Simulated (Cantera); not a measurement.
Feed: 1 mol Al(CH3)3, 0.57 mol N2, 24 mol H2O, at 1.00 bar.

These are equilibrium values from Cantera (NASA tables, ideal gas, pure condensed phases), not measurements of a reactor. Candidate condensed phases: Al, AlN, Al2O3, C, C6H6, C7H8, C8H18, H2O; 148 gas species. The feed counts by its element totals alone. Gases not in the tables: Al(OH)3. The numbers say what is thermodynamically allowed, not how fast it happens.

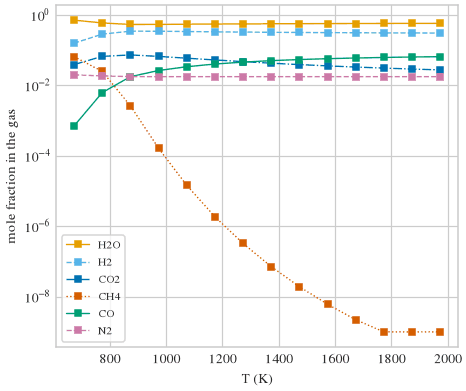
*Equilibrium gas composition (values under 1e-9 drawn at 1e-9)*

Task: Read off the mole fractions at 1873 K.

Result: H2O about 0.58, H2 about 0.31, CO about 0.064, CO2 about 0.029, N2 about 0.018.
